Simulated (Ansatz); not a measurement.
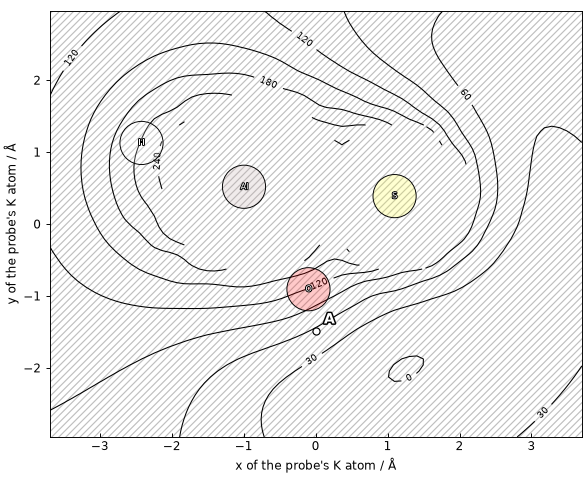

AlHOS (SMILES [O]1[AlH][S]1) with the probe K+. The probe is moved over a plane parallel to the molecule's main plane, 2.30 Å above it. First axis: x of the probe's K atom. Second axis: y of the probe's K atom. Nothing is relaxed (molecule and probe rigid). The grid has 21 × 17 points. At 53 points there is no value (left out of the scan, as a rule where atoms come close). Points are written as (first, second). All energies are given in kJ/mol relative to the lowest grid point. Theory: RHF/def2-TZVP in Ansatz.

The picture shows contour lines labelled in kJ/mol, labelled circles for the molecule's atoms, projected on the plane, hatched blanks where no value was computed, the point A. Between grid points the surface is interpolated.

Q: Which way does the force act at A, and how strong is it?

A: A, at (0.00 Å, −1.48 Å), is not a stationary point. The computed force is 1 eV/Å in the plane, pointing down and right in the picture (components 0.5 and −0.9 eV/Å).
